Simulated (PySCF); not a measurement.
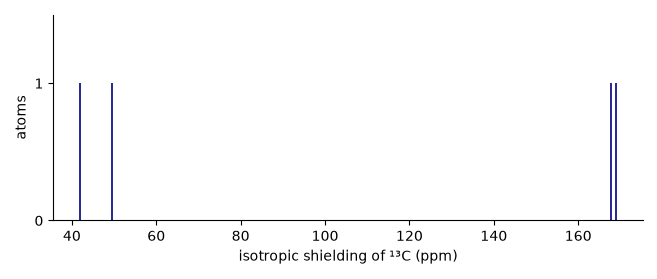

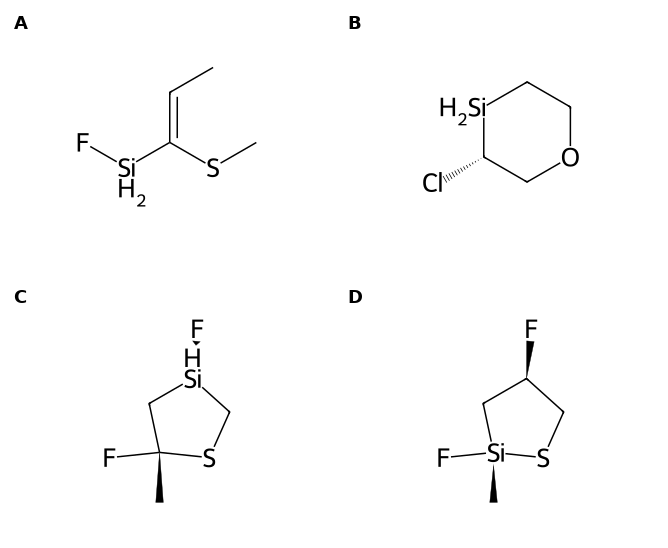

The sticks are computed shieldings of one of the molecules, for one fixed geometry (GFN2-xTB) without averaging over rotations. Low shielding means a high chemical shift. Method: GIAO PBE0/pcSseg-1 NMR shielding, non-relativistic, gas phase (PySCF 2.14.0).

Which molecule gives this pattern?

Answer. A, `C/C=C(/[SiH2]F)SC`. Its 4 C atoms give lines at 41.9, 49.4, 167.8, 168.9 ppm.

The geometry is semi-empirical. Around Si such bond lengths and angles can be off by a tenth of an ångström or more and by several degrees, and values that hang on the shape move with them.
